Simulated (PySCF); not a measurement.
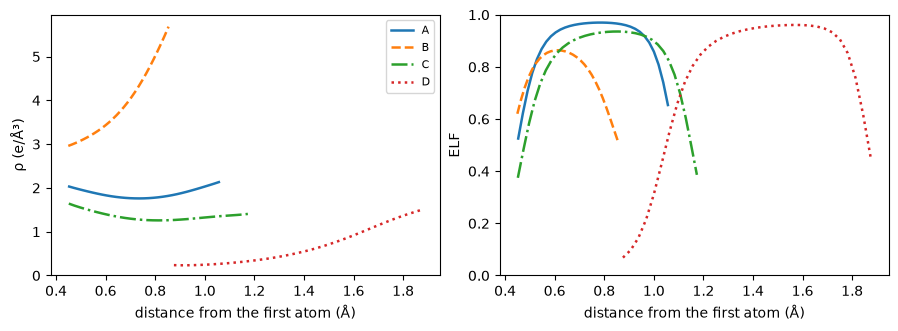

C3H9AlO2S. Total electron density and ELF along straight lines between neighbouring atoms. The curves leave out the atomic cores.

Geometry: PBE0-D3(BJ)/def2-SVP.

Method: CAM-B3LYP/def2-SVPD, SCF density, gas phase (PySCF).

Input file:

```
{"job": {"kind": "uv", "xc": "CAM-B3LYP", "basis": "def2-SVPD", "ip": true, "dynamic": true}, "charge": 0, "multiplicity": 1}
C     -1.803398     1.152877    -0.568656
S     -0.722937    -0.292365    -0.634696
Al    -0.904664    -0.961250     1.768520
C      0.882012     0.556117    -0.684907
C      2.047237    -0.388808    -0.853372
O      3.067388    -0.094423    -1.408991
O      1.815921    -1.568764    -0.280163
H     -1.581886     1.759970     0.320822
H     -2.829724     0.770930    -0.496505
H     -1.688432     1.743463    -1.487769
H     -2.489755    -0.712197     1.849106
H     -0.363548    -2.459477     1.843403
H      0.033612     0.242200     2.288678
H      1.017138     1.100684     0.265761
H      0.895590     1.269247    -1.519905
H      2.606411    -2.120495    -0.390709
```

Launched as:

```sh
OMP_NUM_THREADS=1 python probes_run.py task.json out
```

Q: Which curve belongs to which contact (Al–S, C–C, C–O and C–S)? The first atom named is at distance zero.

A: Curve A: C–C (1.51 Å): ρ at the midpoint is about 1.8 e/Å³; the ELF peaks at about 0.95 between the atoms (a covalent bond). Curve B: C–O (1.20 Å): ρ at the midpoint is about 3.4 e/Å³; the ELF peaks at about 0.85 between the atoms; a multiple bond. Curve C: C–S (1.81 Å): ρ is about 1.3 e/Å³ halfway; the ELF peaks at about 0.95 between the atoms: a covalent bond. Curve D: Al–S (2.50 Å): ρ is about 0.38 e/Å³ halfway, with its minimum of 0.23 e/Å³ about 0.9 Å from Al; the ELF peaks at about 0.95 in the valence shell of S, 0.9 Å from its nucleus, and is about 0.90 at the midpoint.
